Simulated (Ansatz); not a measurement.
**Ga4SbAs3: density, localisation and related maps**

Input file:

```
crystal:
  lattice:
    - [3.9675610109, 0.0, 0.0]
    - [0.0, 3.9675610109, 5.6109785911]
    - [0.0, -3.9675610109, 5.6109785911]
  atoms:
    - { symbol: As, position: [0.0, 0.0, 0.0] }
    - { symbol: As, position: [0.5, 0.0, 0.5] }
    - { symbol: As, position: [0.5, 0.5, 0.0] }
    - { symbol: Sb, position: [0.0, 0.5, 0.5] }
    - { symbol: Ga, position: [0.5, 0.875, 0.875] }
    - { symbol: Ga, position: [0.0, 0.875, 0.375] }
    - { symbol: Ga, position: [0.0, 0.375, 0.875] }
    - { symbol: Ga, position: [0.5, 0.375, 0.375] }
kpoints:
  mp_grid: { grid: [6, 4, 4] }
hamiltonian:
  xc: pbe
scf:
  occupations: { method: fermi_dirac, width: 0.02 }
relax:
  f_tol: 0.005
  cell: {}
output:
  write_density: true
  write_potential: true
  elf: true
  volumetric_format: npy
```

Run with:

```sh
ansatz run input.yaml --threads 4 --pin off --max-ram 6451MiB --backend cpu --events-out ev --progress --plain --runs-dir out
```

Below, planes, directions and counts refer to the conventional cell (a = 4.15 Å, b = 8.31 Å, c = 11.73 Å, α = 90.00°, β = 90.00°, γ = 90.00°).

The fields are those of the run's last geometry, not of the input's.

Space group Amm2; started from the ordered alloy on zincblende lattice prototype, which need not be the ambient phase.

Theory: DFT, PBE, plane waves, PAW in Ansatz.

Core electrons are frozen (PAW), and the valence fields are smoothed inside the atomic spheres.

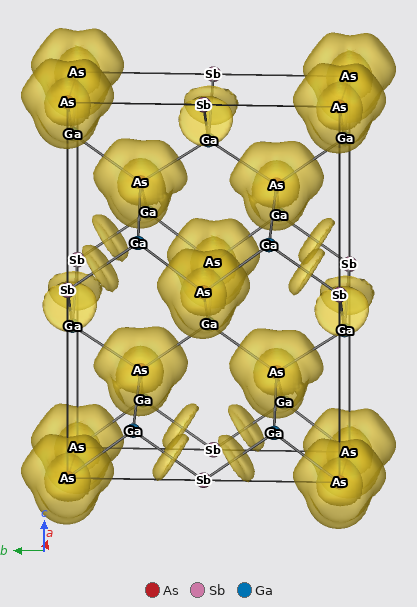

Figure 1. Isosurface of the ELF at 0.6 (yellow), seen at an oblique angle. Only the valence region is drawn (cores and ρ < 0.01 e/Å³ removed). Sticks mark near contacts.

Describe the localisation domains.

At this value the surface marks out eight regions between bonded Ga–Sb atoms (shared pairs) and six regions on As in which the atom's valence shell and bonds are merged, counted in one cell of 16 atoms. Any copies at cell faces, edges or corners count once. Profiles from the grid: Ga–As (2.48 Å): the ELF peaks at about 0.80 between the atoms; localised, covalent bonding. Ga–Sb (2.61 Å): the ELF peaks at about 0.70 between the atoms.

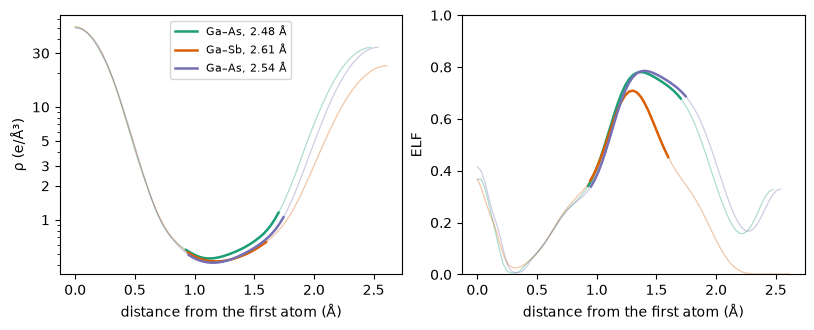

Figure 2. Valence charge density (pseudo) and electron localisation function along straight lines between neighbouring atoms. Thin, pale parts lie inside the atomic spheres.

Compare the contacts.

Ga–As (2.48 Å): ρ is about 0.48 e/Å³ halfway; the ELF peaks at about 0.80 between the atoms, as expected for localised, covalent bonding.
Ga–Sb (2.61 Å): ρ at the midpoint is about 0.44 e/Å³; the ELF peaks at about 0.70 between the atoms.
Ga–As (2.54 Å): ρ at the midpoint is about 0.43 e/Å³; the ELF peaks at about 0.80 between the atoms, as expected for a covalent bond.
